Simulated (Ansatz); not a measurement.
# GaBr (SMILES [Ga][Br]) at SVWN5/STO-3G

Aim: the vertical singlet–triplet gap of GaBr at SVWN5/STO-3G, from 2 runs. 

The calculation is run with Ansatz 0.2.0.

42 further runs of the same task are left out: 21 that didn't finish, 21 set aside as unsound or not needed.

### Step 1. The system as given

GaBr has 2 atoms, charge 0, and is taken as a singlet. As SMILES, `[Ga][Br]`. The coordinates come from a PBE0-D4/def2-TZVP relaxation.

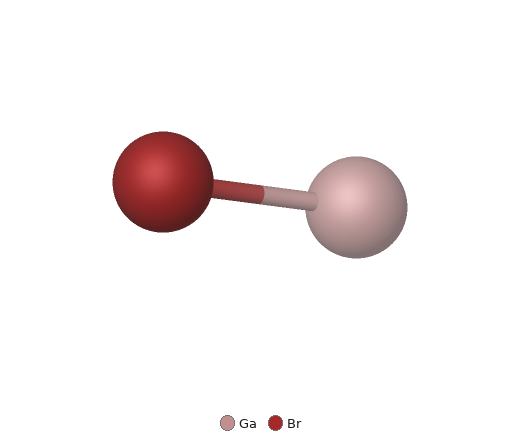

Viewed from a chosen angle; gallium pink, bromine red.

### Step 2. The energy at SVWN5/STO-3G

input.yaml reads:

```yaml
crystal:
  periodic: [false, false, false]
  atoms:
    - {symbol: Ga, position_ang: [-0.000000, -0.000000, 0.013830]}
    - {symbol: Br, position_ang: [0.000000, 0.000000, 2.388120]}
basis:
  gaussian:
    orbitals: STO-3G
hamiltonian:
  xc: {name: SVWN5}
accuracy: high
```

Run with:

```bash
ansatz run input.yaml --threads 1 --pin off --max-ram 3480MiB --events-out events.jsonl --progress --plain --runs-dir runs
```

Standard output:

```text
Warning: RAYON_NUM_THREADS=1 ignored (pool sized by the plan → 1); use --threads N
Functional definition: SVWN5
  name "SVWN5"
  exchange = slater_x
  correlation = vwn5_c
440 factors; integrals over basis functions are off by at most 7.3e-9 eV
mean field evaluation 1: about -120538.5529 eV, gradient 5.1e1 eV
mean field evaluation 2: about -120682.3035 eV, gradient 6.8e1 eV
mean field evaluation 4: about -120845.4286 eV, gradient 3.1e1 eV
mean field evaluation 8: about -120844.0134 eV, gradient 3.3e1 eV
mean field evaluation 16: about -120852.0943 eV, gradient 1.2e-3 eV
mean field evaluation 32: about -120852.3403 eV, gradient 1.4e-7 eV
mean field evaluation 64: about -120819.4562 eV, gradient 3.0e1 eV
mean field evaluation 96: about -120852.0943 eV, gradient 2.1e-7 eV
mean field evaluation 128: about -120710.0015 eV, gradient 1.4e2 eV
mean field evaluation 160: about -120766.3476 eV, gradient 1.4e2 eV
mean field evaluation 192: about -120846.3839 eV, gradient 5.8e0 eV
mean field evaluation 224: about -120852.2842 eV, gradient 1.1e-1 eV
mean field evaluation 256: about -120852.2678 eV, gradient 1.9e0 eV
mean field -120852.34028144 eV, -4441.2415886844 hartree, gradient 1.2e-8 eV, S^2 0.000000; 3 other end points of the search recorded, 0 dependent functions left out
reference -120852.34028297 eV, -4441.2415887408 hartree; 33, 33 occupied and 3, 3 virtual orbitals, 440 factors
Total energy: -120852.34028297 eV, -4441.2415887408 hartree
```

Wall time 5.4 s (1 thread of Arm Neoverse V2, shared host); peak memory 0.09 GiB.

### Step 3. The triplet at the same level

job.yaml reads:

```yaml
basis:
  gaussian: {orbitals: STO-3G}
crystal:
  periodic: [false, false, false]
  atoms:
    - {symbol: Ga, position_ang: [-0.000000, -0.000000, 0.013830]}
    - {symbol: Br, position_ang: [0.000000, 0.000000, 2.388120]}
magnetization: {spin_polarized: true, initial_magnetization: 2}
accuracy: high
hamiltonian: {xc: {name: SVWN5}}
```

Run with:

```bash
ansatz run job.yaml --threads 1 --pin off --max-ram 3480MiB --events-out events.jsonl --progress --plain --runs-dir runs
```

Standard output:

```text
Warning: RAYON_NUM_THREADS=1 ignored (pool sized by the plan → 1); use --threads N
[... 4 set-up lines as earlier in the session ...]
440 factors; integrals over basis functions are off by at most 7.3e-9 eV
mean field evaluation 1: about -120541.1798 eV, gradient 3.6e1 eV
mean field evaluation 2: about -120681.9003 eV, gradient 5.3e1 eV
mean field evaluation 4: about -120830.5490 eV, gradient 3.6e1 eV
mean field evaluation 8: about -120841.3961 eV, gradient 2.2e1 eV
mean field evaluation 16: about -120852.0439 eV, gradient 4.7e-2 eV
mean field evaluation 32: about -120847.2163 eV, gradient 1.0e-1 eV
mean field evaluation 64: about -120851.4226 eV, gradient 3.5e0 eV
mean field evaluation 96: about -120851.6927 eV, gradient 5.0e-1 eV
mean field evaluation 128: about -120833.8141 eV, gradient 1.9e1 eV
mean field evaluation 160: about -120851.7065 eV, gradient 8.7e-1 eV
mean field evaluation 192: about -120851.9926 eV, gradient 1.5e0 eV
mean field -120852.04394143 eV, -4441.2306983900 hartree, gradient 2.7e-8 eV, S^2 2.003563; 15 other end points of the search recorded, 0 dependent functions left out
reference -120852.04394299 eV, -4441.2306984475 hartree; 34, 32 occupied and 2, 4 virtual orbitals, 440 factors
Total energy: -120852.04394299 eV, -4441.2306984475 hartree
```

Run time: 8.7 s. Hardware: 1 thread of Arm Neoverse V2, shared host; peak memory 0.11 GiB.

### Step 4. Results

At SVWN5/STO-3G:

| quantity | value |
| --- | --- |
| singlet: total energy | -4441.24159 Eh |
| triplet: total energy | -4441.23070 Eh |
| triplet: ⟨S²⟩ | 2.004 |
| vertical energy of the triplet above the singlet | 0.296 eV |

What this shows: At this shape the triplet lies 0.30 eV (6.8 kcal/mol) above the singlet. In a minimal basis such a difference can be off by several eV, whatever the method.
